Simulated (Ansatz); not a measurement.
Start from CdS in the zinc blende structure (space group F-43m, No. 216; a = 5.878 Å). Axes: x, y, z lie along the cube axes.

One thing is altered: tensile biaxial strain of 0.83 % in the plane normal to [111], as in epitaxy on a mismatched substrate; the out-of-plane cell vector and the atoms relax.

All numbers come from r2SCAN (Ansatz, a program for electronic structure), no spin-orbit coupling.

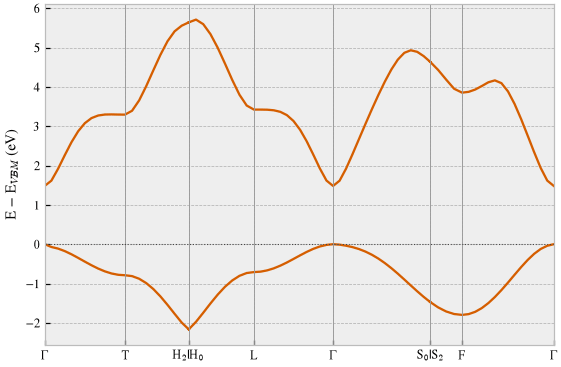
Highest valence and lowest conduction band along the path of the changed cell's own zone

Problem. From the figure, how large is the changed gap, and is it direct?

Solution. About 1.5 eV, direct at Γ.

Stability against distortions was not tested. Labels are those of the standard path for the cell's own space group.
